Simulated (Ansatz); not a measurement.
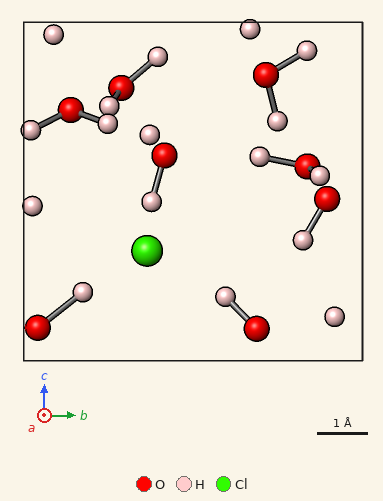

Starting frame of a dynamics run of a periodic cell with 8 H2O + 1 HCl at 0.937 g/cm³. The picture is a ball-and-stick view of the simulation cell, seen along the a axis.

These are results of DFT PBE, scalar-relativistic, plane waves, PAW (Ansatz 0.2.0), not measurements.

The input:
```yaml
accuracy: low
crystal:
  lattice:
    - [6.840616, 0.0, 0.0]
    - [0.0, 6.840616, 0.0]
    - [0.0, 0.0, 6.840616]
  atoms:
    - { symbol: O, position: [0.23831395, 0.89578233, 0.47801457] }
    - { symbol: H, position: [0.29872433, 1.02602218, 0.45695065] }
    - { symbol: H, position: [0.25622055, 0.82456297, 0.35606321] }
    - { symbol: O, position: [-0.09979676, 0.41549202, 0.60624988] }
    - { symbol: H, position: [0.02651776, 0.37231956, 0.66704021] }
    - { symbol: H, position: [-0.08789647, 0.37766759, 0.46931525] }
    - { symbol: O, position: [0.82586131, 0.83744962, 0.57396513] }
    - { symbol: H, position: [0.83415894, 0.69665021, 0.60263022] }
    - { symbol: H, position: [0.9614985, 0.87398097, 0.54627918] }
    - { symbol: O, position: [0.56184414, 0.04172994, 0.0976969] }
    - { symbol: H, position: [0.6364478, -0.08218967, 0.13009975] }
    - { symbol: H, position: [0.60513832, 0.08830531, -0.03694482] }
    - { symbol: O, position: [0.2179773, 0.28818539, 0.80568326] }
    - { symbol: H, position: [0.2473638, 0.39589943, 0.89746928] }
    - { symbol: H, position: [0.34718259, 0.25275726, 0.75189773] }
    - { symbol: O, position: [0.7050308, 0.68786265, 0.09470645] }
    - { symbol: H, position: [0.64954579, 0.59568421, 0.18925528] }
    - { symbol: H, position: [0.62081331, 0.66822691, -0.0210387] }
    - { symbol: O, position: [0.62902565, 0.13917062, 0.74061178] }
    - { symbol: H, position: [0.71583033, 0.24832495, 0.70005301] }
    - { symbol: H, position: [0.69169974, 0.02131432, 0.6808127] }
    - { symbol: O, position: [0.38014294, 0.7152213, 0.8438493] }
    - { symbol: H, position: [0.35357046, 0.83610108, 0.9155328] }
    - { symbol: H, position: [0.34731863, 0.74910657, 0.70750361] }
    - { symbol: Cl, position: [0.44856663, 0.36436502, 0.32480711] }
    - { symbol: H, position: [0.52731865, 0.17467136, 0.20266114] }
basis:
  ecutwfc: 420.0
kpoints:
  mp_grid: { grid: [1, 1, 1] }
hamiltonian:
  xc: pbe
scf:
  occupations: { method: fermi_dirac, width: 0.05 }
  lower_state_search: "off"
md:
  timestep: 0.5
  n_steps: 300
  ensemble: nvt_langevin
  temperature: 300.0
  initial_velocities: maxwell_boltzmann
  seed: 739714
  friction: 0.02
```

Launched with:
```bash
ansatz run input.yaml --threads 1 --pin off --max-ram 3072MiB --backend cpu --events-out ev --progress --plain --runs-dir out
```

### Predict how the run goes.

Over the second half the temperature averages 327 K (spread ±50 K). The potential energy is still drifting at the end, so the run hasn't reached equilibrium. The potential energy in the second half lies on average 24.6 meV per atom above the first frame. Root-mean-square distances from the starting positions over the second half, with the common drift of all atoms taken out: H 0.45 Å, Cl 0.45 Å, O 0.34 Å. The heavy atoms stay within a fraction of a molecule's size of their starting places; so short a run doesn't tell a liquid from a solid. Bond changes: one H–O bond forms at about 112 fs.

Along the run (each row but the first and the last is the mean over the interval that it begins):

| time (fs) | potential energy (meV/atom) | T (K) |
| --- | --- | --- |
| 0.0 | 0.0 | 288 |
| 25.0 | 20.1 | 257 |
| 50.0 | 24.2 | 274 |
| 75.0 | 30.4 | 281 |
| 100.0 | 24.3 | 333 |
| 125.0 | 19.3 | 367 |
| 150.0 | 21.1 | 342 |

The paths of the atoms:

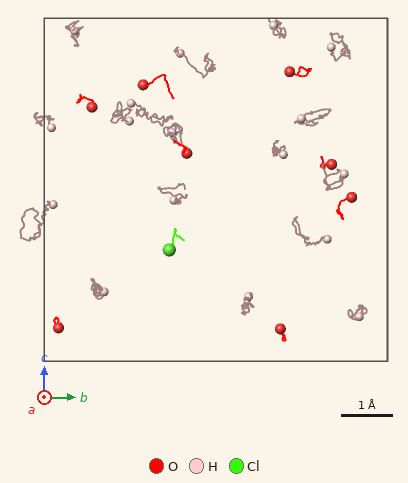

Limits of the set-up: the program's low-accuracy preset was used; the periodic images lie only 6.8 Å apart, so the values are limited by the cell's size.

Cost: 7.8 min on 1 thread of Arm Neoverse V1 (shared host), peak memory 0.36 GiB.
